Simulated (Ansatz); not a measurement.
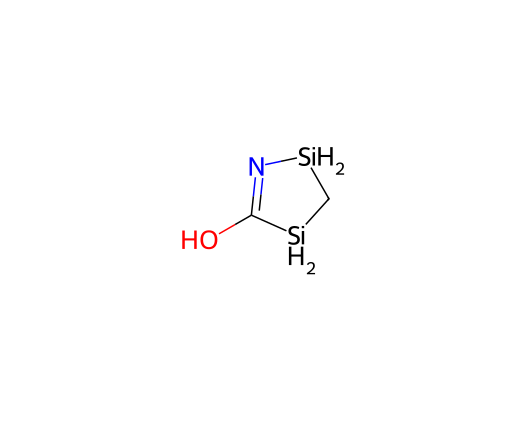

Structural formula above. Computed geometry: PBE0-D4/def2-TZVP optimisation. No frequency run is at hand to confirm it as a minimum.

What does the molecule look like in three dimensions?

It has 13 atoms: 2 carbon, 7 hydrogen, 1 nitrogen, 1 oxygen and 2 silicon (C2H7NOSi2). Its SMILES string is `OC1=N[SiH2]C[SiH2]1`. Independent rings (smallest set): 1 of 5 members. Among its groups: imine, Si–H bond, Si–N bond. Coordination: 1 O bent; 1 C trigonal planar; 1 N bent; 2 Si tetrahedral; 1 C tetrahedral.

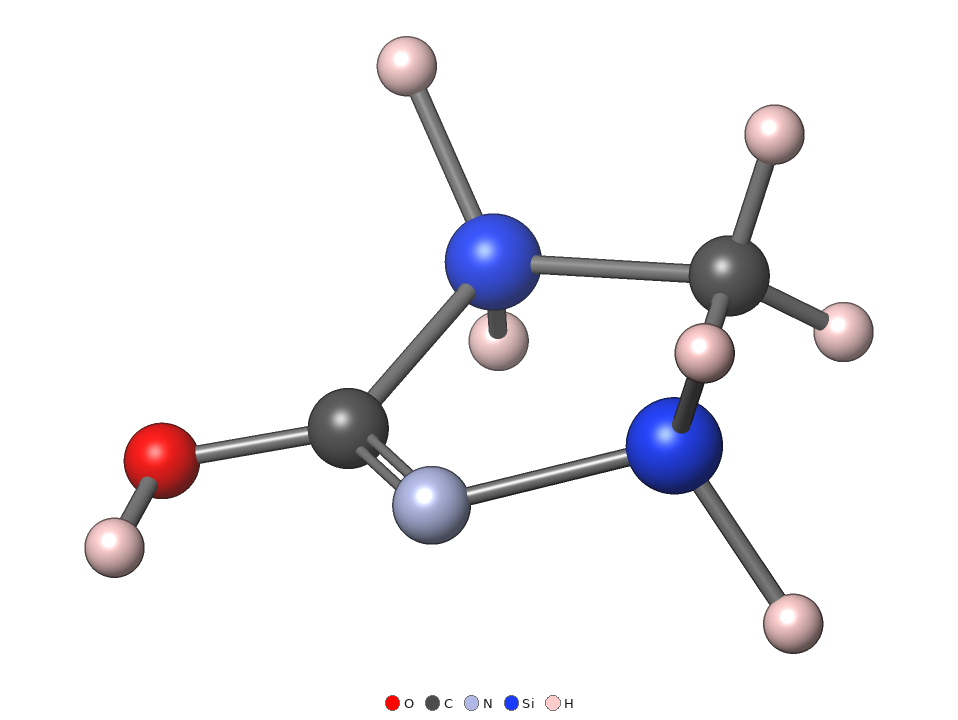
